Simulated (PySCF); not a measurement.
# CCSDT(Q)/STO-3G run of [BF2]+ (SMILES F[B+]F)

Aim: the energy change on altering one bond length of [BF2]+ at CCSDT(Q)/STO-3G, from 2 runs. Input form: a Python script.

The calculation is run with PySCF 2.14.0.

7 further runs of the same task are left out: 7 set aside as unsound or not needed.

**1. Starting point**

The species is [BF2]+ (3 atoms), meant as a singlet with charge +1. As SMILES, `F[B+]F`. The shape is that of a GFN2-xTB optimisation.

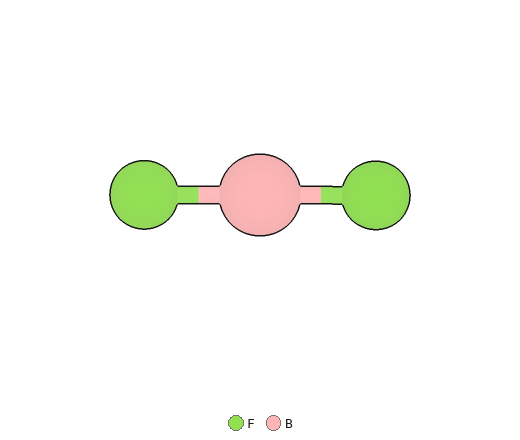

Viewed from a chosen angle; fluorine green, boron pink.

**2. A single-point energy at CCSDT(Q)/STO-3G**

job.py

```python
from pyscf import gto, cc

mol = gto.M(
    atom='''
F      0.327370     1.133870     0.305680
B      0.000740    -0.000320     0.000370
F     -0.328120    -1.133550    -0.306050
''',
    max_memory=1860,
    charge=1,
    spin=0,
    basis='sto-3g',
    verbose=4,
)

mf = mol.RHF()
mf.conv_tol = 1e-10
mf.kernel()
if not mf.converged:
    mf = mf.newton().run(mf.mo_coeff, mf.mo_occ)

mycc = cc.CCSDT(mf, frozen=3)
mycc.kernel()
e_bracket, e_q = mycc.ccsdt_q()
etot = mycc.e_tot + e_q
print(f'total energy: {etot:.8f} hartree')
```

Started as:

```bash
$ OMP_NUM_THREADS=1 python job.py
```

Log:

```text
PySCF version 2.14.0

[INPUT] num. atoms = 3
[INPUT] num. electrons = 22
[INPUT] charge = 1
[INPUT] spin (= nelec alpha-beta = 2S) = 0
[INPUT] symmetry False subgroup None
[INPUT] Mole.unit = angstrom
[INPUT] Symbol           X                Y                Z      unit          X                Y                Z       unit  Magmom
[INPUT]  1 F      0.327370000000   1.133870000000   0.305680000000 AA    0.618639641399   2.142703760861   0.577651481757 Bohr   0.0
[INPUT]  2 B      0.000740000000  -0.000320000000   0.000370000000 AA    0.001398397332  -0.000604712360   0.000699198666 Bohr   0.0
[INPUT]  3 F     -0.328120000000  -1.133550000000  -0.306050000000 AA   -0.620056935992  -2.142099048501  -0.578350680423 Bohr   0.0

nuclear repulsion = 56.6451617819514
number of shells = 9
number of NR pGTOs = 45
number of NR cGTOs = 15
basis = sto-3g
ecp = {}

******** <class 'pyscf.scf.hf.RHF'> ********
method = RHF
initial guess = minao
damping factor = 0
level_shift factor = 0
DIIS = <class 'pyscf.scf.diis.CDIIS'>
diis_start_cycle = 1
diis_space = 8
diis_damp = 0
SCF conv_tol = 1e-10
SCF conv_tol_grad = None
SCF max_cycles = 50
direct_scf = True
direct_scf_tol = 1e-13
Set gradient conv threshold to 1e-05
Initial guess from minao.
init E= -220.955044133265
  HOMO = -0.646067683664261  LUMO = 0.178664884889251  gap/eV = 22.44212
cycle= 1 E= -220.176050862173  delta_E= 0.779  |g|= 0.529  |ddm|= 2.41
  HOMO = -0.858564866145036  LUMO = -0.099074479433226  gap/eV = 20.66679
cycle= 2 E= -220.263553934028  delta_E= -0.0875  |g|= 0.172  |ddm|= 0.845
  HOMO = -0.926038163064382  LUMO = -0.0627044334096136  gap/eV = 23.49251
cycle= 3 E= -220.271954953882  delta_E= -0.0084  |g|= 0.021  |ddm|= 0.194
  HOMO = -0.918218249874407  LUMO = -0.0594413463924213  gap/eV = 23.36851
cycle= 4 E= -220.272133326776  delta_E= -0.000178  |g|= 0.00272  |ddm|= 0.0341
  HOMO = -0.917882794764744  LUMO = -0.0597280107161771  gap/eV = 23.35158
cycle= 5 E= -220.272137635941  delta_E= -4.31e-06  |g|= 0.000666  |ddm|= 0.00606
  HOMO = -0.917847204499389  LUMO = -0.0596436318396957  gap/eV = 23.35291
cycle= 6 E= -220.272137982824  delta_E= -3.47e-07  |g|= 2.86e-05  |ddm|= 0.00211
  HOMO = -0.91784704039275  LUMO = -0.0596459347070845  gap/eV = 23.35284
cycle= 7 E= -220.272137983077  delta_E= -2.53e-10  |g|= 1.9e-06  |ddm|= 4.79e-05
  HOMO = -0.91784744872316  LUMO = -0.0596452120751394  gap/eV = 23.35287
cycle= 8 E= -220.272137983078  delta_E= -1.08e-12  |g|= 1.8e-07  |ddm|= 3e-06
  HOMO = -0.917847451795364  LUMO = -0.0596452264179451  gap/eV = 23.35287
Extra cycle  E= -220.272137983078  delta_E=    0  |g|= 7.24e-08  |ddm|= 2.94e-07
converged SCF energy = -220.272137983078

******** <class 'pyscf.cc.rccsdt.RCCSDT'> ********
RCCSDT nocc = 8, nmo = 12
Allocating only the i<=j<=k part of the T3 amplitude in memory
frozen orbitals 3
max_cycle = 50
conv_tol = 1e-07
conv_tol_normt = 1e-06
diis with the T3 amplitude
diis_space = 6
diis_start_cycle = 0
diis_start_energy_diff = 1e+09
einsum_backend: numpy
_make_eris_incore_RCCSDT
blksize  8    blksize_oovv  4    blksize_oooo  4    blksize_vvvv  1

WARN: A large `blksize` is being used, which may cause large memory consumption
      for storing contraction intermediates. If memory is sufficient, consider using
      `pyscf.cc.rccsdt_highm.RCCSDT` instead.

Approximate memory usage estimate
    T3 memory                60.0 KB
    R3 memory                60.0 KB
    Symmetrized T3 memory    36.0 KB
    ERIs memory               162 KB
    T1-ERIs memory            162 KB
    Intermediates memory      162 KB
    Block workspace          96.0 KB
    T3 einsum buffer         96.0 KB
Total estimated memory        834 KB
Init t2, MP2 energy = -220.378979616933  E_corr(MP2) -0.106841633856
Init E_corr(RCCSDT) = -0.106841633855724
cycle =  1  E_corr(RCCSDT) = -0.101285802604  dE =  5.555831251910e-03  norm(d tamps) = 8.59852594e-02
cycle =  2  E_corr(RCCSDT) = -0.128780678056  dE = -2.749487545205e-02  norm(d tamps) = 6.11642700e-02
cycle =  3  E_corr(RCCSDT) = -0.122369496499  dE =  6.411181556520e-03  norm(d tamps) = 3.97526186e-02
cycle =  4  E_corr(RCCSDT) = -0.126748895915  dE = -4.379399416115e-03  norm(d tamps) = 8.01461777e-03
cycle =  5  E_corr(RCCSDT) = -0.126719155461  dE =  2.974045455137e-05  norm(d tamps) = 1.45576361e-03
cycle =  6  E_corr(RCCSDT) = -0.126631920975  dE =  8.723448582149e-05  norm(d tamps) = 6.17141301e-04
cycle =  7  E_corr(RCCSDT) = -0.126638519284  dE = -6.598308734590e-06  norm(d tamps) = 1.62644370e-04
cycle =  8  E_corr(RCCSDT) = -0.126644101121  dE = -5.581837224933e-06  norm(d tamps) = 6.51027951e-05
cycle =  9  E_corr(RCCSDT) = -0.126648567663  dE = -4.466542170567e-06  norm(d tamps) = 2.82189693e-05
cycle = 10  E_corr(RCCSDT) = -0.126648389207  dE =  1.784566638352e-07  norm(d tamps) = 6.48916796e-06
cycle = 11  E_corr(RCCSDT) = -0.126648154726  dE =  2.344806790400e-07  norm(d tamps) = 2.52197264e-06
cycle = 12  E_corr(RCCSDT) = -0.126648243325  dE = -8.859958205987e-08  norm(d tamps) = 1.17517738e-06
cycle = 13  E_corr(RCCSDT) = -0.126648179531  dE =  6.379437439419e-08  norm(d tamps) = 4.38147456e-07
RCCSDT converged
E(RCCSDT) = -220.3987861626088   E_corr = -0.1266481795310797
E_corr(same-spin) = -0.0316363976772927
E_corr(oppo-spin) = -0.095011781853787
_make_eris_incore_RCCSDT
[Q] correction =  3.089678931864e-03    (Q) correction = -3.480743188367e-04
total energy: -220.39913424 hartree
```

It took 2.3 s on 1 thread of Intel Xeon Platinum 8488C (Sapphire Rapids), shared host; peak memory 0.12 GiB.

**3. The distorted shape, same level**

input.py

```python
from pyscf import gto, scf, cc

system = gto.Mole()
system.atom = 'F 0.393130 1.360476 0.366953; B 0.066500 0.226286 0.061643; F -0.328120 -1.133550 -0.306050'
system.basis = 'sto-3g'
system.verbose = 4
system.charge = 1
system.max_memory = 1860
system.build()

mf = scf.RHF(system)
mf.conv_tol = 1e-10
mf.kernel()
if not mf.converged:
    mf = mf.newton().run(mf.mo_coeff, mf.mo_occ)

mycc = cc.CCSDT(mf, frozen=3)
mycc.kernel()
e_bracket, e_q = mycc.ccsdt_q()
e_final = mycc.e_tot + e_q
print('Final energy', e_final)
```

Started as:

```bash
$ OMP_NUM_THREADS=1 python input.py
```

Log:

```text
PySCF version 2.14.0

[INPUT] num. atoms = 3
[INPUT] num. electrons = 22
[INPUT] charge = 1
[INPUT] spin (= nelec alpha-beta = 2S) = 0
[INPUT] symmetry False subgroup None
[INPUT] Mole.unit = angstrom
[INPUT] Symbol           X                Y                Z      unit          X                Y                Z       unit  Magmom
[INPUT]  1 F      0.393130000000   1.360476000000   0.366953000000 AA    0.742908031350   2.570927039044   0.693440670588 Bohr   0.0
[INPUT]  2 B      0.066500000000   0.226286000000   0.061643000000 AA    0.125666787284   0.427618565823   0.116488387497 Bohr   0.0
[INPUT]  3 F     -0.328120000000  -1.133550000000  -0.306050000000 AA   -0.620056935992  -2.142099048501  -0.578350680423 Bohr   0.0

nuclear repulsion = 51.7922801298871
number of shells = 9
number of NR pGTOs = 45
number of NR cGTOs = 15
basis = sto-3g
ecp = {}

******** <class 'pyscf.scf.hf.RHF'> ********
method = RHF
initial guess = minao
damping factor = 0
level_shift factor = 0
DIIS = <class 'pyscf.scf.diis.CDIIS'>
diis_start_cycle = 1
diis_space = 8
diis_damp = 0
SCF conv_tol = 1e-10
SCF conv_tol_grad = None
SCF max_cycles = 50
direct_scf = True
direct_scf_tol = 1e-13
Set gradient conv threshold to 1e-05
[... 1 set-up line as earlier in the session ...]
init E= -220.535452731443
  HOMO = -0.602146890262269  LUMO = 0.0647425172519136  gap/eV = 18.14699
cycle= 1 E= -220.094007073759  delta_E= 0.441  |g|= 0.587  |ddm|= 2.33
  HOMO = -0.732533727504143  LUMO = -0.164196965126904  gap/eV = 15.46523
cycle= 2 E= -220.205851682823  delta_E= -0.112  |g|= 0.268  |ddm|= 1.08
  HOMO = -0.864985903620007  LUMO = -0.102954741786675  gap/eV = 20.73592
cycle= 3 E= -220.229644514416  delta_E= -0.0238  |g|= 0.0381  |ddm|= 0.326
  HOMO = -0.855070194613581  LUMO = -0.0984298837247103  gap/eV = 20.58923
cycle= 4 E= -220.230487084286  delta_E= -0.000843  |g|= 0.0115  |ddm|= 0.0743
  HOMO = -0.860153907240263  LUMO = -0.0978958523902617  gap/eV = 20.74210
cycle= 5 E= -220.230604189363  delta_E= -0.000117  |g|= 0.00582  |ddm|= 0.0257
  HOMO = -0.859943886267672  LUMO = -0.0980141407127567  gap/eV = 20.73316
cycle= 6 E= -220.230638981  delta_E= -3.48e-05  |g|= 0.00055  |ddm|= 0.0227
  HOMO = -0.860591348971326  LUMO = -0.0977657188409997  gap/eV = 20.75754
cycle= 7 E= -220.230639153473  delta_E= -1.72e-07  |g|= 0.000117  |ddm|= 0.00117
  HOMO = -0.860587573635504  LUMO = -0.0977676127199281  gap/eV = 20.75739
cycle= 8 E= -220.230639164786  delta_E= -1.13e-08  |g|= 2.77e-05  |ddm|= 0.000333
  HOMO = -0.860590364341236  LUMO = -0.0977680620458829  gap/eV = 20.75745
cycle= 9 E= -220.230639165347  delta_E= -5.62e-10  |g|= 2.2e-06  |ddm|= 8.05e-05
  HOMO = -0.860589837128693  LUMO = -0.097768609308979  gap/eV = 20.75742
cycle= 10 E= -220.23063916535  delta_E= -2.56e-12  |g|= 1.37e-07  |ddm|= 5.16e-06
  HOMO = -0.860589778822865  LUMO = -0.0977686514696919  gap/eV = 20.75742
Extra cycle  E= -220.23063916535  delta_E= 1.14e-13  |g|= 6.32e-08  |ddm|= 2.31e-07
converged SCF energy = -220.23063916535

******** <class 'pyscf.cc.rccsdt.RCCSDT'> ********
RCCSDT nocc = 8, nmo = 12
Allocating only the i<=j<=k part of the T3 amplitude in memory
frozen orbitals 3
max_cycle = 50
conv_tol = 1e-07
conv_tol_normt = 1e-06
diis with the T3 amplitude
diis_space = 6
diis_start_cycle = 0
diis_start_energy_diff = 1e+09
einsum_backend: numpy
_make_eris_incore_RCCSDT
blksize  8    blksize_oovv  4    blksize_oooo  4    blksize_vvvv  1

WARN: A large `blksize` is being used, which may cause large memory consumption
      for storing contraction intermediates. If memory is sufficient, consider using
      `pyscf.cc.rccsdt_highm.RCCSDT` instead.

Approximate memory usage estimate
    T3 memory                60.0 KB
    R3 memory                60.0 KB
    Symmetrized T3 memory    36.0 KB
    ERIs memory               162 KB
    T1-ERIs memory            162 KB
    Intermediates memory      162 KB
    Block workspace          96.0 KB
    T3 einsum buffer         96.0 KB
Total estimated memory        834 KB
Init t2, MP2 energy = -220.342539135180  E_corr(MP2) -0.111899969830
Init E_corr(RCCSDT) = -0.111899969830145
cycle =  1  E_corr(RCCSDT) = -0.108798550333  dE =  3.101419497231e-03  norm(d tamps) = 1.03368123e-01
cycle =  2  E_corr(RCCSDT) = -0.140947576957  dE = -3.214902662380e-02  norm(d tamps) = 7.88924246e-02
cycle =  3  E_corr(RCCSDT) = -0.133537702714  dE =  7.409874243001e-03  norm(d tamps) = 6.36478538e-02
cycle =  4  E_corr(RCCSDT) = -0.137947971120  dE = -4.410268405794e-03  norm(d tamps) = 1.36733873e-02
cycle =  5  E_corr(RCCSDT) = -0.140197689362  dE = -2.249718242091e-03  norm(d tamps) = 8.84500965e-03
cycle =  6  E_corr(RCCSDT) = -0.140017121617  dE =  1.805677449016e-04  norm(d tamps) = 2.16070938e-03
cycle =  7  E_corr(RCCSDT) = -0.140027669501  dE = -1.054788400637e-05  norm(d tamps) = 1.00110602e-03
cycle =  8  E_corr(RCCSDT) = -0.140062068230  dE = -3.439872958061e-05  norm(d tamps) = 3.73851135e-04
cycle =  9  E_corr(RCCSDT) = -0.140072361350  dE = -1.029311974898e-05  norm(d tamps) = 1.63751778e-04
cycle = 10  E_corr(RCCSDT) = -0.140080556310  dE = -8.194959469493e-06  norm(d tamps) = 7.81686946e-05
cycle = 11  E_corr(RCCSDT) = -0.140077238506  dE =  3.317803755343e-06  norm(d tamps) = 2.44599933e-05
cycle = 12  E_corr(RCCSDT) = -0.140078265013  dE = -1.026507623708e-06  norm(d tamps) = 1.13391662e-05
cycle = 13  E_corr(RCCSDT) = -0.140077857941  dE =  4.070721801586e-07  norm(d tamps) = 4.89874011e-06
cycle = 14  E_corr(RCCSDT) = -0.140078073468  dE = -2.155271042192e-07  norm(d tamps) = 2.47142753e-06
cycle = 15  E_corr(RCCSDT) = -0.140078141021  dE = -6.755278589288e-08  norm(d tamps) = 1.25976352e-06
cycle = 16  E_corr(RCCSDT) = -0.140078207388  dE = -6.636654820147e-08  norm(d tamps) = 5.98814283e-07
RCCSDT converged
E(RCCSDT) = -220.3707173727375   E_corr = -0.1400782073876279
E_corr(same-spin) = -0.0331458915373596
E_corr(oppo-spin) = -0.106932315850268
_make_eris_incore_RCCSDT
[Q] correction =  3.931268716144e-03    (Q) correction = -8.815321983319e-04
Final energy -220.3715989049358
```

It took 1.6 s on 1 thread of Intel Xeon Platinum 8488C (Sapphire Rapids), shared host; peak memory 0.11 GiB.

**4. Summary of results**

Level: CCSDT(Q)/STO-3G, 3 core orbitals frozen.

| quantity | value |
| --- | --- |
| first shape: total energy | -220.39913 Eh |
| first shape: HOMO energy (Hartree–Fock orbitals) | -24.98 eV |
| first shape: LUMO energy (Hartree–Fock orbitals) | -1.62 eV |
| first shape: HOMO–LUMO gap (Hartree–Fock orbitals) | 23.35 eV |
| first shape: correlation energy (3 core orbitals frozen) | -127.0 mEh |
| first shape: T1 diagnostic | 0.021 |
| distorted shape: total energy | -220.37160 Eh |
| distorted shape: HOMO energy (Hartree–Fock orbitals) | -23.42 eV |
| distorted shape: LUMO energy (Hartree–Fock orbitals) | -2.66 eV |
| distorted shape: HOMO–LUMO gap (Hartree–Fock orbitals) | 20.76 eV |
| distorted shape: correlation energy (3 core orbitals frozen) | -141.0 mEh |
| distorted shape: T1 diagnostic | 0.027 |
| energy change with the B2–F3 bond stretched from 1.219 to 1.463 Å | 0.749 eV |

**Reading.** With the B2–F3 bond stretched from 1.219 to 1.463 Å the energy rises by 0.75 eV (17.3 kcal/mol). The first shape isn't relaxed at this level, so the change isn't measured from a minimum. The minimal basis adds a large error of its own. The T1 diagnostic (first shape) of 0.021 is above the customary mark for such species, so a single reference may not serve. The T1 diagnostic (distorted shape) of 0.027 is above the customary mark for such species, so a single reference may not serve.
